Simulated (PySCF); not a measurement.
# C3H6NO, doublet, SMILES `COCC=[N]`: electronic structure

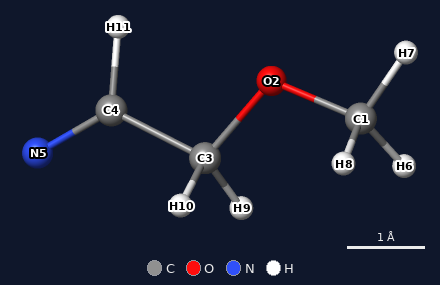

The molecule, with its atoms numbered as below. No frequency check shows the geometry to be a minimum.

Geometry (Å), atoms numbered from 1:

```
C1       2.2122   -0.1022   -0.0003
O2       0.9420    0.4995   -0.0003
C3      -0.1046   -0.4324    0.0010
C4      -1.4305    0.3076    0.0004
N5      -2.5524   -0.1620   -0.0008
H6       2.3574   -0.7242   -0.8919
H7       2.9371    0.7088   -0.0008
H8       2.3577   -0.7234    0.8918
H9      -0.0660   -1.0778   -0.8921
H10     -0.0657   -1.0769    0.8932
H11     -1.2523    1.3936    0.0015
```

Part 1: Bonding charge

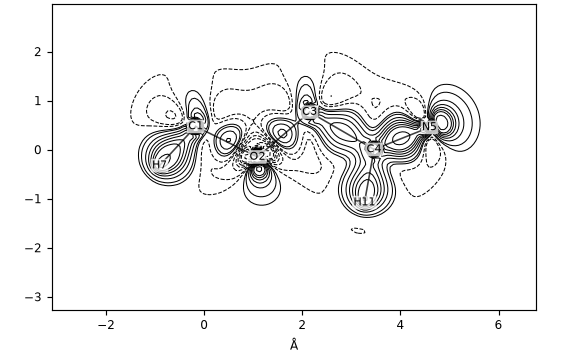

Deformation density (molecule less spherical, spin-averaged free atoms) in the plane of C1, O2, C3, C4, N5, H7 and H11; contours at ±0.05 to ±0.8 e/Å³; solid lines: gain, dashed lines: loss.

Method: B3LYP/def2-SVP; geometry: GFN2-xTB; program: PySCF. The stability of the open-shell solution wasn't checked. GFN2-xTB doesn't know the spin state, so this open-shell geometry is rough.

Describe the bonding that the map shows.

Answer. C4–N5: +0.80 e/Å³ at the bond critical point (bond length 1.22 Å, Mayer order 2.1). C1–H7: +0.74 e/Å³ at the bond critical point (bond length 1.09 Å, Mayer order 1.0). C4–H11: +0.66 e/Å³ at the bond critical point (bond length 1.10 Å, Mayer order 0.9). C3–C4: +0.47 e/Å³ at the bond critical point (bond length 1.52 Å, Mayer order 0.9). O2–C3: +0.17 e/Å³ at the bond critical point (bond length 1.40 Å, Mayer order 1.0). C1–O2: +0.11 e/Å³ at the bond critical point (bond length 1.41 Å, Mayer order 1.0); up to 0.6 Å beside the axis the gain reaches +0.30 e/Å³. In all, 2.5 electrons gather in the regions of gain relative to the promolecule. A small or negative value marks a very polar bond, one between electron-rich atoms, whose free-atom densities already overlap strongly, a long bond to a heavier atom, or a closed-shell contact such as a hydrogen bond.

Part 2: Bond critical points

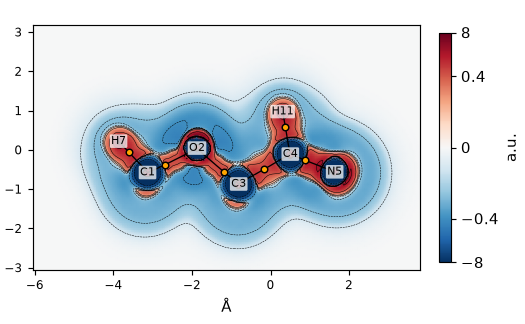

Negative Laplacian of the density (−∇²ρ) in the plane of C1, O2, C3, C4, N5, H7 and H11 (red positive, blue negative, colour scale in a.u., logarithmic beyond ±0.04), with bond paths and bond critical points (dots).

At which bond critical points in this plane is charge locally concentrated, and at which depleted?

Answer. Concentrated (∇²ρ < 0): C4–N5 (−0.39 a.u.); C1–H7 (−1.11 a.u.); O2–C3 (−0.53 a.u.); C4–H11 (−0.99 a.u.); C1–O2 (−0.43 a.u.); C3–C4 (−0.58 a.u.). At none is it depleted.

Where along C4–N5 does the critical point lie?

Answer. 0.41 Å from C4 and 0.81 Å from N5.

Part 3: Local ionisation energy

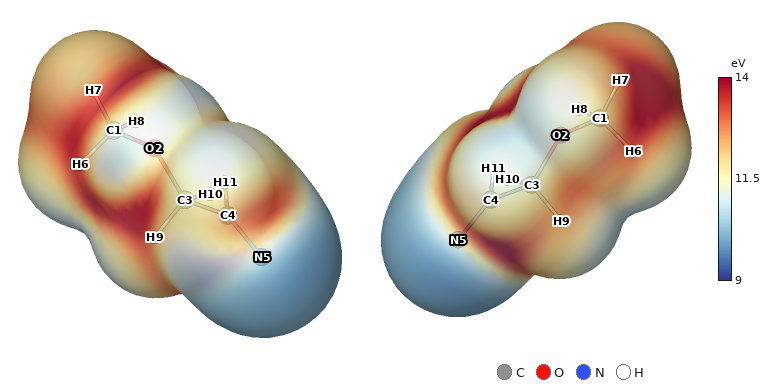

Average local ionisation energy on the surface of electron density 0.001 a.u. (back view left, front view right).

Locate the minima of the map.

Answer. The lowest value is 9.8 eV, 1.8 Å from N5. Further minima include 10.7 eV, 1.5 Å from H9, and at like points elsewhere; 10.7 eV, 1.8 Å from O2, and at like points elsewhere. For comparison, the highest occupied orbital lies at −7.0 eV.

Part 4: Spin density

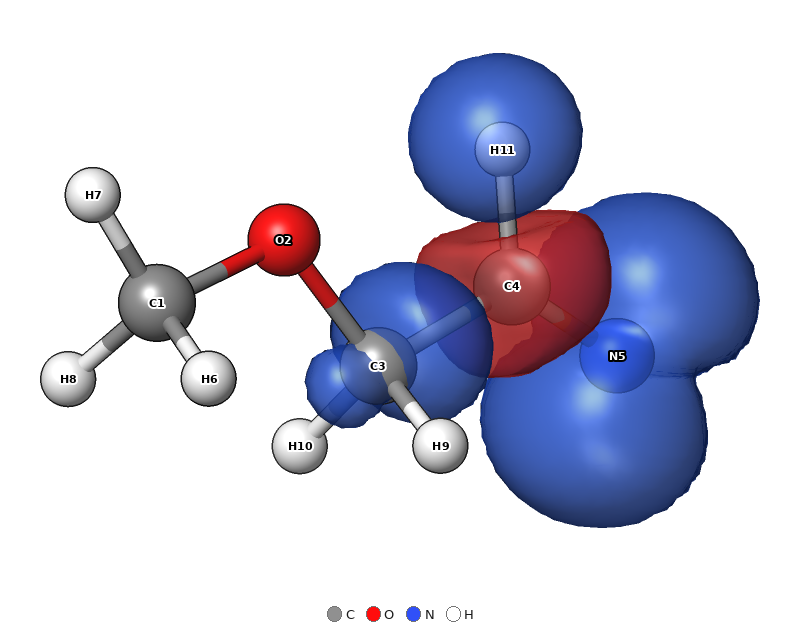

Spin density ρα − ρβ at ±0.02 e/Å³ (blue: excess α, red: excess β).

Give the atomic spin populations that go with this picture.

Answer. Hirshfeld spin populations: N5 +0.79, H11 +0.09 and C3 +0.07. ⟨S²⟩ = 0.76, against 0.75 for a pure state. The picture also shows regions of β spin from spin polarisation; the Hirshfeld sums, whose atoms overlap, net them against the α spin of neighbours.

Part 5: In an electric field

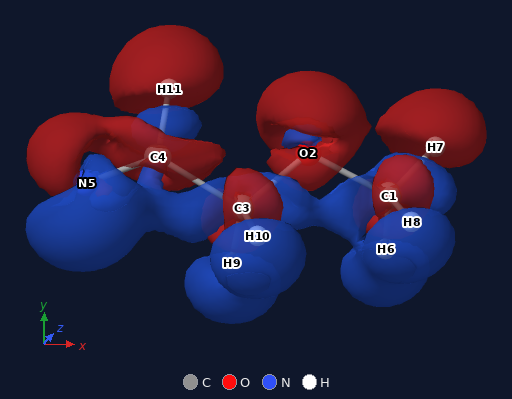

Change of the electron density in a uniform field of 0.51 V/Å, surfaces at ±0.003 e/Å³ (blue: gain, red: loss).

Method: B3LYP/def2-TZVP; geometry: GFN2-xTB; program: PySCF. A basis without diffuse functions makes polarisabilities too small. The stability of the open-shell solution wasn't checked. GFN2-xTB doesn't know the spin state, so this open-shell geometry is rough.

The field was applied in both directions; the picture shows the one opposite to the script's first.

Along which Cartesian direction does the field point?

Answer. Along +y: electrons gather on the −y side, against the field.

How large is the response?

Answer. The induced dipole is 1.08 D (along the field); α along this axis, from the fields in both directions, is 43 bohr³ (6.3 Å³).

Part 6: Removing or adding an electron

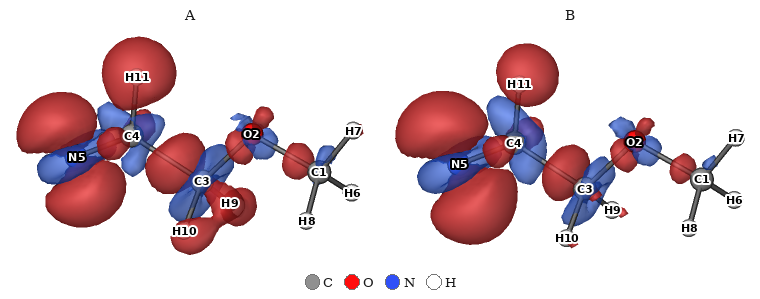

The two Fukui functions at ±0.04 e/Å³ (red positive, blue negative).

Computed with PySCF, ωB97X/def2-SVPD, geometry: GFN2-xTB. GFN2-xTB doesn't know the spin state, so this open-shell geometry is rough.

Why do the two look alike?

Answer. The electron leaves from or enters the same singly occupied orbital. A is f⁻, B is f⁺. f⁻ (Hirshfeld-condensed) is largest on N5 (0.39); the vertical ionisation energy is 10.03 eV (to the singlet cation, which needn't be its lowest state). f⁺ (Hirshfeld-condensed) is largest on N5 (0.43); the vertical electron affinity is 0.43 eV (to the singlet anion, which needn't be its lowest state).
